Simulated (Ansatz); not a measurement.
**C5H10O2 (isopropyl acetate): HF/STO-3G**

Aim: the electronic atomisation energy of C5H10O2 (isopropyl acetate) at HF/STO-3G, from 4 runs. 

The calculation is run with Ansatz 0.2.0.

31 further runs of the same task are left out: 31 set aside as unsound or not needed. Runs told in other sessions of the task aren't counted.

### Step 1. The molecule

C5H10O2: 17 atoms, total charge 0, spin state singlet. As SMILES, `CC(=O)OC(C)C`. Geometry: relaxed at PBE0-D4/def2-TZVP. This is one conformer, not always the lowest.

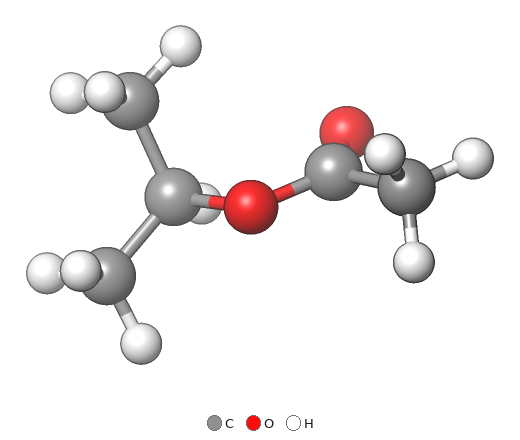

Viewed from a chosen angle; carbon grey, oxygen red, hydrogen white.

### Step 2. The energy at HF/STO-3G

Input file input.yaml:

```yaml
crystal:
  periodic: [false, false, false]
  atoms:
    - {symbol: C, position_ang: [2.255960, 0.222650, 1.602800]}
    - {symbol: C, position_ang: [1.369560, -0.423190, 0.581390]}
    - {symbol: O, position_ang: [1.673230, -1.366400, -0.099650]}
    - {symbol: O, position_ang: [0.180310, 0.189950, 0.527140]}
    - {symbol: C, position_ang: [-0.779400, -0.321540, -0.421090]}
    - {symbol: C, position_ang: [-0.505790, 0.267930, -1.786920]}
    - {symbol: C, position_ang: [-2.141450, 0.038520, 0.121070]}
    - {symbol: H, position_ang: [1.780050, 0.185680, 2.584420]}
    - {symbol: H, position_ang: [3.213200, -0.291550, 1.631880]}
    - {symbol: H, position_ang: [2.403230, 1.274980, 1.352870]}
    - {symbol: H, position_ang: [-0.654420, -1.406420, -0.459700]}
    - {symbol: H, position_ang: [-0.578290, 1.357900, -1.753750]}
    - {symbol: H, position_ang: [0.488060, -0.013170, -2.136410]}
    - {symbol: H, position_ang: [-1.237980, -0.102730, -2.507740]}
    - {symbol: H, position_ang: [-2.292800, -0.392580, 1.112040]}
    - {symbol: H, position_ang: [-2.919720, -0.342810, -0.543030]}
    - {symbol: H, position_ang: [-2.253730, 1.122800, 0.194660]}
basis:
  gaussian:
    orbitals: STO-3G
accuracy: high
output:
  orbitals: {seedname: orbitals}
hamiltonian:
  xc: hf
```

On the command line:

```
$ ansatz run input.yaml --threads 1 --pin off --max-ram 3480MiB --events-out events.jsonl --progress --plain --runs-dir runs
```

Log:

```text
Warning: RAYON_NUM_THREADS=1 ignored (pool sized by the plan → 1); use --threads N
Functional definition: HF
  name "HF"
  exchange = exact_x
  correlation = 0
1027 factors; integrals over basis functions are off by at most 2.2e-9 eV
mean field evaluation 1: about -9261.4250 eV, gradient 3.9e1 eV
mean field evaluation 2: about -9261.8504 eV, gradient 3.9e1 eV
mean field evaluation 4: about -9266.7824 eV, gradient 3.5e0 eV
mean field evaluation 8: about -9266.8554 eV, gradient 2.7e-2 eV
mean field -9266.85005167 eV, -340.5504581023 hartree, gradient 1.5e-8 eV, S^2 0.000000; 0 other end points of the search recorded, 0 dependent functions left out
reference -9266.85005167 eV, -340.5504581023 hartree; 28, 28 occupied and 17, 17 virtual orbitals, 1027 factors
Total energy: -9266.85005167 eV, -340.5504581023 hartree
```

Wall time 1.1 s (1 thread of Arm Neoverse V1, shared host); peak memory 0.1 GiB.

### Step 3. The C atom

Input file molecule.yaml:

```yaml
basis:
  gaussian: {orbitals: STO-3G}
crystal:
  periodic: [false, false, false]
  atoms:
    - symbol: C
      position_ang: [0.000000, 0.000000, 0.000000]
magnetization: {spin_polarized: true, initial_magnetization: 2}
accuracy: high
hamiltonian: {xc: hf}
```

Run the same way, it converges to -37.19839 Eh (log not shown).

### Step 4. The H atom, same level

Input file in.yaml:

```yaml
crystal:
  periodic: [false, false, false]
  atoms:
    - {symbol: H, position_ang: [0.000000, 0.000000, 0.000000]}
basis:
  gaussian: {orbitals: STO-3G}
magnetization: {spin_polarized: true, initial_magnetization: 1}
hamiltonian: {xc: hf}
accuracy: high
```

Run the same way, it converges to -0.46658 Eh (log not shown).

### Step 5. The O atom, same level

Input file in.yaml:

```yaml
crystal:
  periodic: [false, false, false]
  atoms:
    - {symbol: O, position_ang: [0.000000, 0.000000, 0.000000]}
basis:
  gaussian:
    orbitals: STO-3G
magnetization:
  spin_polarized: true
  initial_magnetization: 2
accuracy: high
hamiltonian:
  xc: hf
```

On the command line:

```
$ ansatz run in.yaml --threads 1 --pin off --max-ram 3480MiB --events-out events.jsonl --progress --plain --runs-dir runs
```

Log:

```text
Warning: RAYON_NUM_THREADS=1 ignored (pool sized by the plan → 1); use --threads N
[... 4 set-up lines as earlier in the session ...]
15 factors; integrals over basis functions are off by at most 1.1e-9 eV
mean field evaluation 1: about -2008.3132 eV, gradient 1.7e-14 eV
mean field evaluation 2: about -2008.3132 eV, gradient 0.0e0 eV
mean field -2008.31323932 eV, -73.8041502613 hartree, gradient 0.0e0 eV, S^2 2.000000; 2 other end points of the search recorded, 0 dependent functions left out
reference -2008.31323932 eV, -73.8041502613 hartree; 5, 3 occupied and 0, 2 virtual orbitals, 15 factors
Total energy: -2008.31323932 eV, -73.8041502613 hartree
```

It took 0.04 s on 1 thread of Arm Neoverse V1, shared host.

### Step 6. What came out

Level: HF/STO-3G.

| quantity | value |
| --- | --- |
| molecule: total energy | -340.55046 Eh |
| molecule: HOMO energy | -8.83 eV |
| molecule: LUMO energy | 8.82 eV |
| molecule: HOMO–LUMO gap | 17.65 eV |
| C atom: total energy | -37.19839 Eh |
| C atom: ⟨S²⟩ | 2.000 |
| H atom: total energy | -0.46658 Eh |
| H atom: ⟨S²⟩ | 0.750 |
| O atom: total energy | -73.80415 Eh |
| O atom: ⟨S²⟩ | 2.000 |
| electronic atomisation energy | 62.161 eV |

**Reading.** Taking the molecule apart into free atoms costs 62.16 eV (5998 kJ/mol), before zero-point energy and without spin-orbit coupling. Hartree–Fock lacks the correlation of the bonding pairs, which as a rule makes this value much too low; in minimal bases other errors can mask that. In a minimal basis such a difference can be off by several eV, whatever the method.
